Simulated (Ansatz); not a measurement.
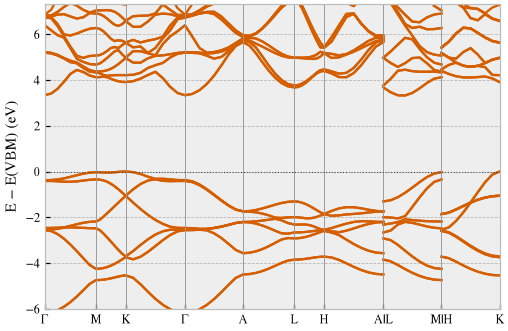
Figure: Band structure from the program Ansatz at the r²SCAN with spin–orbit coupling level (PAW)

The gap is 3.31 eV; an edge lies off the plotted path or next to a special point (maximum at K, minimum off the standard path).

The material is Sr₂MgH₆ in space group P-3m1 (No. 164; Sr on 2d, Mg on 1a, H on 6i).

The first step of the workflow began from a Materials Project structure, measured or hypothetical; the Crystallography Open Database copy checked does not list it. Whether it is the stable phase at ambient conditions was not checked. Symmetry was held in the r²SCAN relaxation; its stability against distortions is not shown here.

Potentials: the later of the program's two PAW sets.
